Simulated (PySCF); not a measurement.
```
atom   x (Å)   y (Å)    z (Å)
  Zn  0.0000  0.0000  -1.2198
  Br  0.0000  0.0000   0.9882
```

Theory: PBE0/pcseg-1, non-relativistic, at a bond length of 2.208 Å (PySCF 2.14.0).

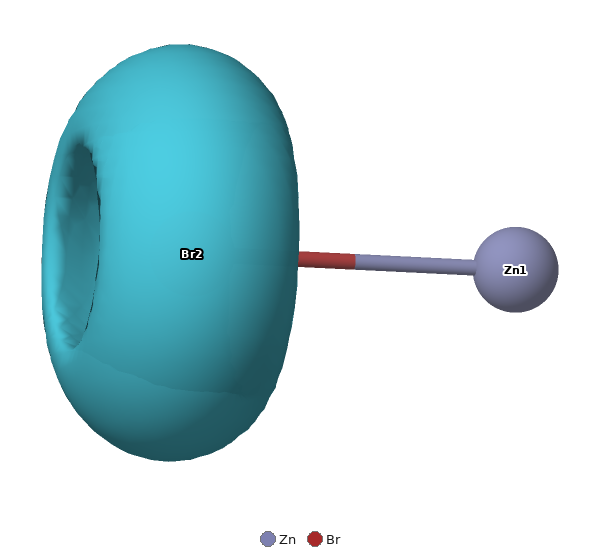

ZnBr (charge +1). Isosurface of the electron localisation function at 0.8 (cyan), seen from one side. Core shells and regions of very low density are left out.

**Where are the electrons localised?**

The surface consists of one region wrapped around Br (its valence shell).

Values along the shortest contacts:
Zn–Br (2.21 Å): the ELF peaks at about 0.65 in the valence shell of Br, 1.0 Å from its nucleus, and is about 0.45 at the midpoint.
